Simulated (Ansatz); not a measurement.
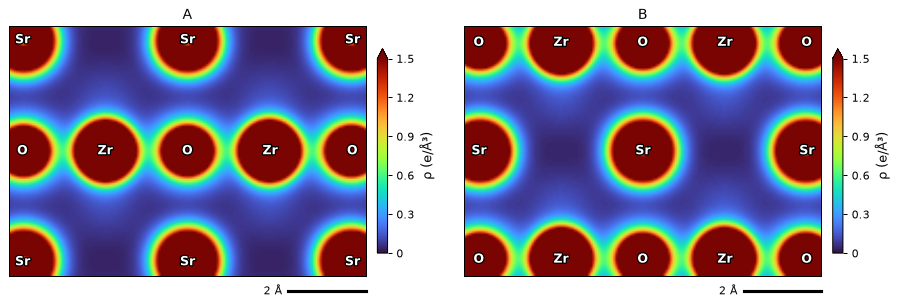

SrZrO₂. The valence charge density (pseudo) of two cells that differ in size and shape, on the (011̄) plane of each (indices in the axes of the calculation cell), at one length scale and on one colour scale; one has 16.3 and the other 17.3 Å³ an atom.

Space group P4/mmm; a generated structure, not necessarily the stable one.

Level of theory: DFT PBE, scalar-relativistic, plane waves, PAW (Ansatz 0.2.0).

The density is the valence pseudo-density of a PAW calculation; it isn't the true density close to the nuclei.

The larger cell:

```cif
data_structure
_symmetry_space_group_name_H-M 'P 1'
_symmetry_Int_Tables_number 1
_cell_length_a 4.2494
_cell_length_b 4.2494
_cell_length_c 3.8285
_cell_angle_alpha 90.000
_cell_angle_beta 90.000
_cell_angle_gamma 90.000
_cell_volume 69.13
loop_
_atom_site_label
_atom_site_type_symbol
_atom_site_fract_x
_atom_site_fract_y
_atom_site_fract_z
_atom_site_occupancy
Sr1 Sr 0.50000 0.50000 0.50000 1
Zr1 Zr 0.00000 0.00000 0.00000 1
O1 O 0.50000 0.00000 0.00000 1
O2 O 0.00000 0.50000 0.00000 1
```

The smaller cell: a = 4.223 Å, b = 4.223 Å, c = 3.657 Å, α = 90.00°, β = 90.00°, γ = 90.00°.

**Which is the denser cell? Describe the effect of the change.**

Panel B is the smaller cell, by 6 % in volume. From the larger cell to the smaller, Sr–O goes from 2.86 to 2.79 Å, and the density at its midpoint from 0.12 to 0.14 e/Å³; Zr–O goes from 2.12 to 2.11 Å; the pressure goes from −4.1 to 0.0 GPa.
